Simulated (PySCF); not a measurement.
**C$_{6}$H$_{9}$BP: EPR calculation**

C$_{6}$H$_{9}$BP, multiplicity 2, computed with UKS B3LYP, pcH-1 on B C H P, non-relativistic, mean-field spin-orbit, GIAO (PySCF 2.14.0).

It belongs to a series of runs on one base structure; here: H removed from sp2 C.

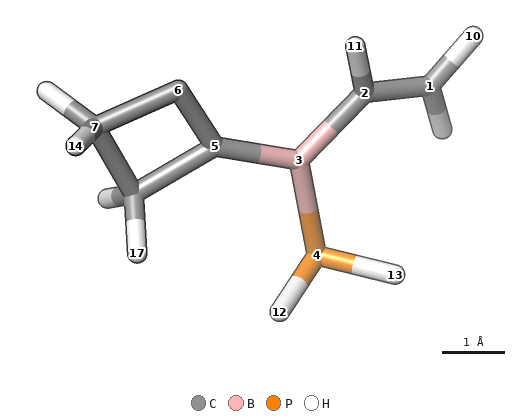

Fig. 1: The structure (stick view, seen at a tilt; atoms are numbered from 1 in the order of the input). Bond lengths as drawn: B–C 1.52 to 1.55 Å, B–P 1.90 Å, C–C 1.33 to 1.54 Å, C–H 1.08 to 1.09 Å and H–P 1.38 Å.

**Key numbers**

| quantity | value |
| --- | --- |
| outcome | converged |
| total energy | −600.139402 hartree |
| ⟨S²⟩ | 0.759 |
| isotropic g | 2.0021 |
| hardware | 1 CPU thread, shared host |
| wall time | 85 s |
| peak memory | 0.97 GiB |

**The input**
```
{"job": {"kind": "epr", "basis": "pcH-1"}, "charge": 0, "multiplicity": 2}
C      3.198313     0.233401    -0.095463
C      1.976967     0.437924     0.393435
B      0.696510    -0.290268    -0.092821
P      0.787407    -1.856436    -1.164458
C     -0.660578     0.335601     0.176252
C     -1.142616     1.395935     0.849321
C     -2.596235     1.228684     0.542571
C     -2.101076    -0.003914    -0.246007
H      3.376790    -0.504154    -0.865460
H      4.063095     0.792335     0.228737
H      1.859872     1.202585     1.154665
H     -0.254917    -2.561426    -0.586899
H      1.770082    -2.545516    -0.478396
H     -3.232215     1.017376     1.399285
H     -3.033441     2.026364    -0.053846
H     -2.260251     0.057989    -1.320887
H     -2.454704    -0.954452     0.150062
```

The first line tells a small driver script what to run in PySCF; the rest is the geometry in Å.

Launch command:
```bash
OMP_NUM_THREADS=1 python <driver script> task.json out
```

**The program's output**
```
UKS, coarse grid
  cycle   1  E = -600.07851881  |g| = 3.34e-01
  cycle   2  E = -600.02999463  |g| = 4.38e-01
  cycle   3  E = -600.12966821  |g| = 1.32e-01
  cycle   4  E = -600.13829371  |g| = 4.36e-02
  cycle   5  E = -600.13931258  |g| = 8.54e-03
  cycle   6  E = -600.13936654  |g| = 5.87e-03
  cycle   7  E = -600.13939244  |g| = 2.60e-03
  cycle   8  E = -600.13940067  |g| = 1.43e-03
  cycle   9  E = -600.13940780  |g| = 5.24e-04
UKS, final grid
  cycle   1  E = -600.13940108  |g| = 3.99e-04
  cycle   2  E = -600.13940139  |g| = 3.60e-04
  cycle   3  E = -600.13940152  |g| = 1.57e-04
  cycle   4  E = -600.13940166  |g| = 1.17e-04
  cycle   5  E = -600.13940167  |g| = 4.05e-05
  cycle   6  E = -600.13940167  |g| = 1.01e-05
E = -600.13940167 Eh   <S^2> = 0.7591 (exact 0.7500)
g shifts (ppm)      1          2          3
  rmc          -170       -170       -170
  gc             22          9          8
  oz_so       -1301        -24       1069
  total       -1448       -185        908
hyperfine (MHz)  atom isotope    a_iso     a_fc   dipolar eigenvalues
    0   13C      -1.01      -1.01     -1.53      0.46      1.07
    1   13C       0.43       0.44     -0.69      0.21      0.48
    2   11B       4.26       4.26     -2.85     -0.39      3.24
    3   31P     -10.58     -10.60     -3.19      1.22      1.97
    4   13C      16.86      16.89    -23.91     -2.91     26.81
    5   13C     332.46     332.60    -74.77    -54.65    129.42
    6   13C      30.34      30.34    -14.31    -11.73     26.03
    7   13C      99.55      99.56    -10.36     -8.34     18.70
    8    1H       1.49       1.49     -0.65     -0.49      1.15
    9    1H       1.73       1.73     -0.64     -0.53      1.16
   10    1H       0.13       0.13     -3.22     -2.47      5.69
   11    1H      -1.53      -1.53     -1.01     -0.82      1.83
   12    1H      -1.63      -1.62     -0.58     -0.49      1.07
   13    1H      -0.22      -0.23     -8.44     -4.49     12.94
   14    1H      -0.47      -0.48     -8.47     -4.42     12.89
   15    1H      23.57      23.56     -5.85     -0.93      6.77
   16    1H      23.45      23.45     -5.88     -0.92      6.80
```

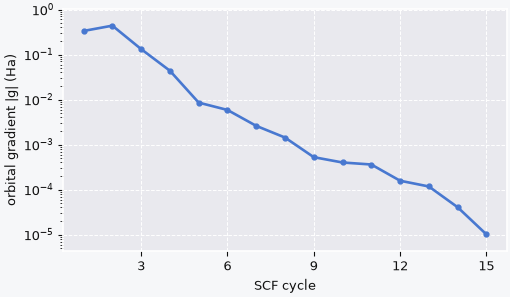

Fig. 2: Convergence of the self-consistent field: orbital gradient |g| against the SCF cycle. All cycles printed in the log are drawn one after another.

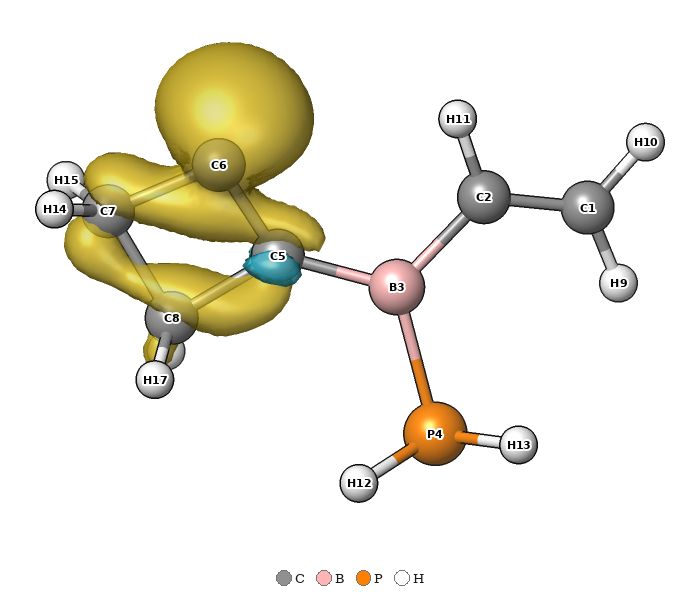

Fig. 3: Isosurfaces of the spin density at +0.03 (yellow) and −0.03 e/Å³ (cyan), seen face on. The unpaired spin (1 electron) lies mostly on C6 (about 0.7), C7 (about 0.1) and C8 (about 0.1), in electrons by Hirshfeld's partition.

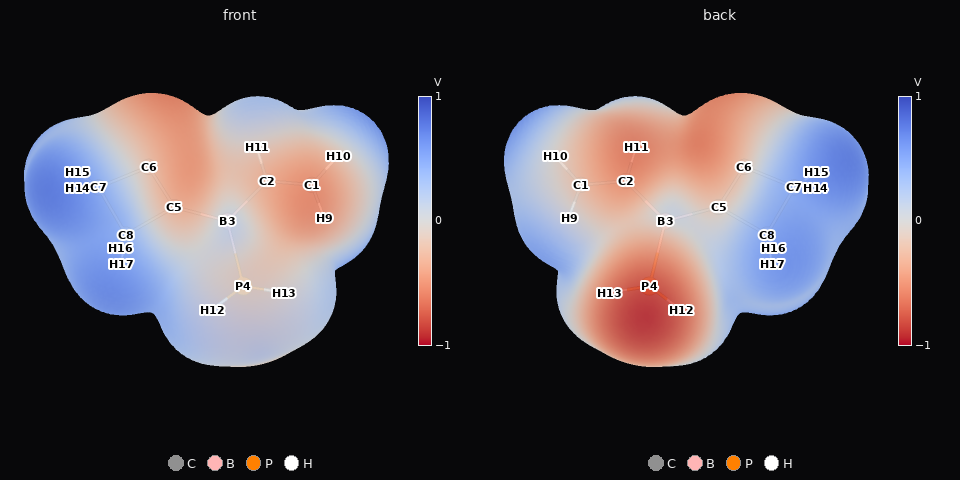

Fig. 4: The molecular electrostatic potential painted on the density surface at 0.001 e/bohr³, seen face on and from behind; red is negative and blue positive. A positive charge is drawn to the negative regions and a negative charge to the positive ones.
